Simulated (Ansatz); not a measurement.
**C2H2FSe (SMILES C=C(F)[Se-]) (charge −1): density, localisation and related maps**

Input file:

```
basis:
  gaussian: {orbitals: def2-TZVPD}
crystal:
  periodic: [false, false, false]
  atoms:
    - {symbol: C, position_ang: [0.054760, -0.791453, 1.494879]}
    - {symbol: C, position_ang: [0.422625, 0.027964, 0.489879]}
    - {symbol: F, position_ang: [0.560838, -0.593277, -0.731580]}
    - {symbol: Se, position_ang: [0.774877, 1.859008, 0.477937]}
    - {symbol: H, position_ang: [-0.079757, -0.391764, 2.497544]}
    - {symbol: H, position_ang: [-0.109237, -1.855522, 1.308284]}
total_charge: -1
hamiltonian: {xc: pbe0}
output: {forces: true, orbitals: {seedname: orbitals}}
```

Launched as:

```sh
ansatz run input.yaml --threads 2 --pin off --max-ram 4350MiB --events-out events.jsonl --progress --plain --runs-dir runs
```

Geometry: PBE0-D3(BJ)/def2-SVPD.

The calculation used Ansatz 0.2.0, isolated molecule in a Gaussian basis; Kohn-Sham density functional theory, functional PBE0.

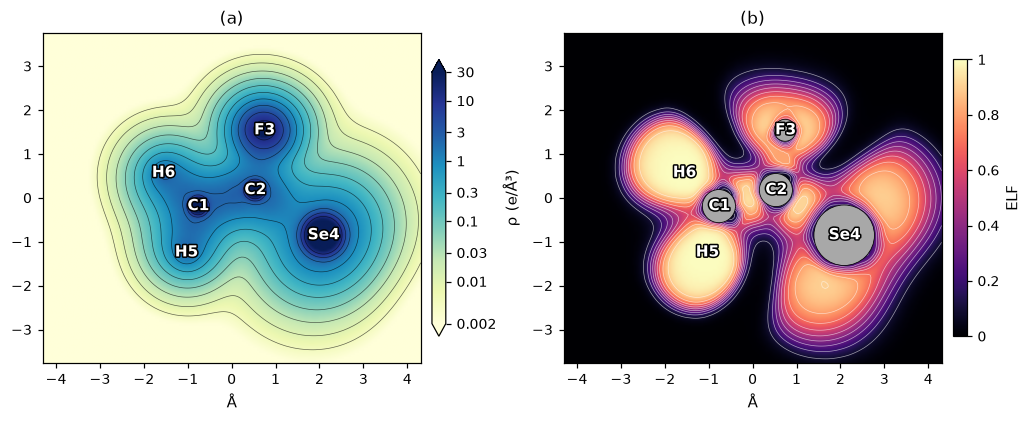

Figure 1. (a) electron density; (b) ELF on the molecular plane. Grey discs cover the atomic cores in the ELF map.

Question: Read the bonding off the picture.

Answer: The section cuts through C, F, Se and H sites.
C–C (1.35 Å): ρ at the midpoint is about 2.3 e/Å³; the ELF peaks at about 0.95 between the atoms: a covalent bond.
C–F (1.38 Å): ρ is about 2.1 e/Å³ halfway, with its minimum of 1.6 e/Å³ about 0.5 Å from C; the ELF peaks at about 0.80 between the atoms (a shared but strongly polarised pair).
C–Se (1.86 Å): the density is about 1.1 e/Å³ at the midpoint; the ELF peaks at about 0.90 between the atoms; a covalent bond.
C–H (1.09 Å): ρ is about 2 e/Å³ halfway; the ELF climbs to about 1 towards the hydrogen, as it does in any bond to H; a covalent bond by its length.
The ELF also peaks beside Se4 and F3, away from the bonds: lone-pair regions.

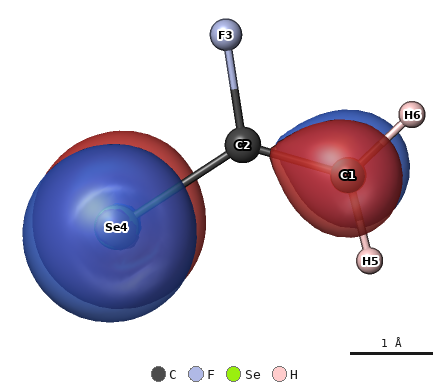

Figure 2. The HOMO at ±0.15 Å⁻³ᐟ² (blue and red are the two phases), seen across its widest extent.

Question: Where does this orbital lie, and at what energy?

Answer: Its weight (Hirshfeld) is mainly on Se4 (about 70 %), C1 (about 20 %) and C2 (about 5 %); it changes sign across the molecular plane (π type). Its energy is −0.54 eV.

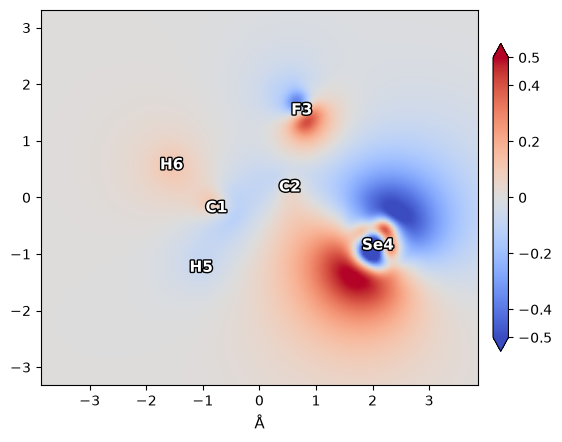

Figure 3. The HOMO−1 on the molecular plane (values in Å⁻³ᐟ²; the overall sign is arbitrary).

Question: What is the character of this orbital?

Answer: It lies mainly on Se4 (about 90 %); it is symmetric in the molecular plane (an in-plane orbital: σ, lone-pair or in-plane π type); largely a lone pair of Se4. Its energy is −0.83 eV.
